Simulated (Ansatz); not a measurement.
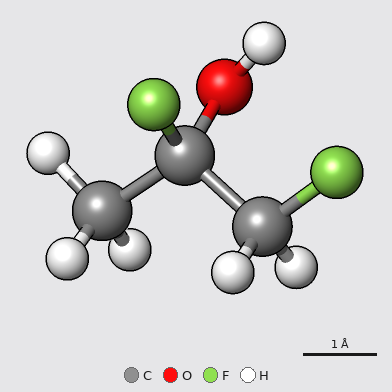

This is the input geometry for a relaxation of C₃H₆F₂O (coarse preliminary run). A ball-and-stick model, seen at a tilt.

The start comes from a force field.

Theory: RKS PBE-D4/def2-SVP (Ansatz).

Input
```yaml
crystal:
  periodic: [false, false, false]
  atoms:
    - {symbol: C, position_ang: [-1.025300, -0.725800, -0.625900]}
    - {symbol: C, position_ang: [-0.207700, 0.098400, 0.325800]}
    - {symbol: O, position_ang: [-0.686400, 1.445900, 0.369800]}
    - {symbol: F, position_ang: [-0.301300, -0.389700, 1.572300]}
    - {symbol: C, position_ang: [1.275500, 0.033800, -0.064500]}
    - {symbol: F, position_ang: [1.991700, 0.801500, 0.843900]}
    - {symbol: H, position_ang: [-0.761900, -1.735100, -0.654100]}
    - {symbol: H, position_ang: [-0.972700, -0.255100, -1.658200]}
    - {symbol: H, position_ang: [-2.120000, -0.610700, -0.288300]}
    - {symbol: H, position_ang: [-0.235800, 1.790200, 1.218500]}
    - {symbol: H, position_ang: [1.646400, -0.981900, 0.016400]}
    - {symbol: H, position_ang: [1.474400, 0.473200, -1.021700]}
basis:
  gaussian: {orbitals: def2-SVP}
hamiltonian: {xc: pbe, dispersion: d4}
relax: {f_tol: 0.03, max_steps: 200}
```

Predict the outcome.

Answer. H10 moves most after the best rigid fit: 0.36 Å. Largest moves by element: H 0.36 Å, F 0.22 Å, O 0.15 Å, C 0.09 Å. Some distances before and after: C2–F4 1.342 → 1.412 Å, C1–H7 1.043 → 1.107 Å, C2–O3 1.431 → 1.381 Å, C1–H9 1.151 → 1.106 Å. Bond angles that change, for instance: C2–O3–H10 101.3° → 105.8°, C2–C1–H7 114.2° → 110.6°, C1–C2–C5 110.0° → 113.5°. Groups turn about C2–O3 by about 30°. After 6 accepted moves (8 points after the start) the energy has fallen by 42.2 kJ/mol. The largest force component goes from 3.2 to 0.021 eV/Å. The line search rejected the trial steps at points 4, 7 of the run. The forces were under the threshold at step 5, but the run went on from there. The run took about 50 core-seconds on a shared host.

History of the run:

```
step  E − E(0), kJ/mol  largest force component, eV/Å      note
   0              0.00                         3.2130          
   1            -30.53                         1.1220          
   2            -39.08                         0.4068          
   3            -41.28                         0.2047          
   4            -41.23                         0.2914  rejected
   5            -41.93                         0.0278          
   6            -42.12                         0.0418          
   7            -41.92                         0.1160  rejected
   8            -42.15                         0.0212
```

Final geometry:

```xyz
12

C    -1.0822   -0.6670   -0.6570
C    -0.2255    0.0687    0.3557
O    -0.6814    1.3654    0.4935
F    -0.3446   -0.6058    1.5908
C     1.2696    0.0650    0.0102
F     1.9134    0.9868    0.8325
H    -0.7515   -1.7183   -0.7572
H    -1.0406   -0.1693   -1.6443
H    -2.1290   -0.6572   -0.2988
H     0.0225    1.8461    0.9786
H     1.7077   -0.9408    0.1780
H     1.4186    0.3711   -1.0479
```

After the run, drawn alike:

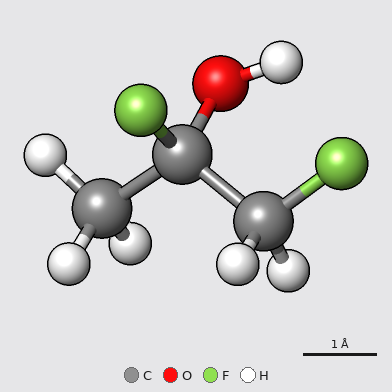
